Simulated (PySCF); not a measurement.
# Al$_{3}$Cl$_{3}$H$_{3}$P$_{3}$: what the fields show

| atom | x (Å) | y (Å) | z (Å) |
| --- | --- | --- | --- |
| Al | -1.7612 | 0.3035 | -0.4775 |
| Cl | -3.2396 | 1.6572 | 0.1472 |
| P | -1.6013 | -1.7610 | 0.5537 |
| Al | 0.6508 | -1.6315 | 0.0106 |
| Cl | 1.1836 | -2.8377 | -1.6436 |
| P | 2.3819 | -0.3265 | 0.8504 |
| Al | 1.1626 | 1.3997 | -0.0784 |
| Cl | 0.8980 | 3.1929 | 0.9864 |
| P | -0.1734 | 1.1376 | -1.9594 |
| H | -1.4917 | -1.0326 | 1.7873 |
| H | 1.7378 | -0.0140 | 2.0945 |
| H | 0.3679 | -0.1702 | -2.2202 |

Geometry: PBE0-D3(BJ)/def2-SVP.

Method: PBE0/pcSseg-1 Al:pcSseg-2, SCF density, gas phase, non-relativistic in PySCF 2.14.0.

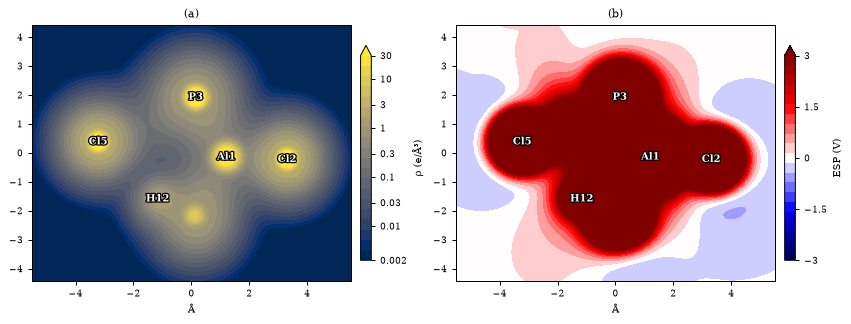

Figure 1. (a) total electron density; (b) electrostatic potential on the plane of atoms Cl2, Al1 and P3.

Question: What does the map show?

Answer: Atoms in the plane: Al, Cl, P and H.
Al–Cl (2.10 Å): ρ at the midpoint is about 0.77 e/Å³.
Al–P (2.31 Å): ρ at the midpoint is about 0.58 e/Å³.
Outside the dense part of the molecule the potential is most negative (−0.5 V) near Cl2.

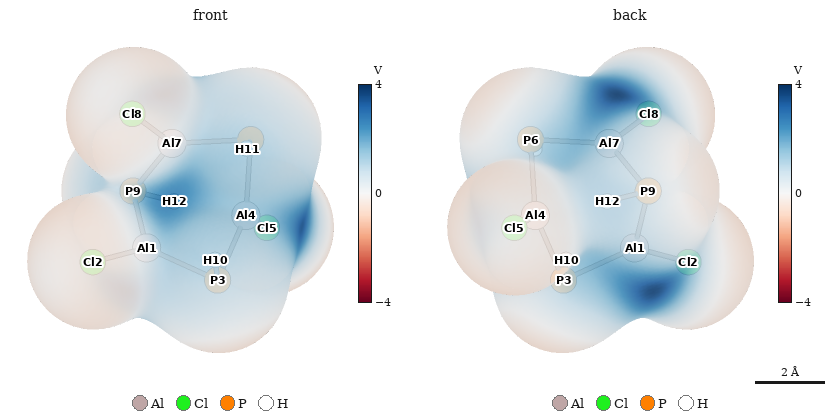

Figure 2. The electrostatic potential painted on the density surface at 0.002 e/bohr³, seen from the front and from behind; the colour scale runs from red (negative) to blue (positive).

Question: Where is the surface potential most negative and most positive?

Answer: The most negative region (about −0.5 V, or −12 kcal/mol for a unit charge) lies over Cl2, P3, Cl5 and Cl8, the most positive (about +3.5 V, or +81 kcal/mol for a unit charge) over Al1 and Al7.

Question: How polar is the molecule by this calculation?

Answer: Its dipole moment is 1.15 D.
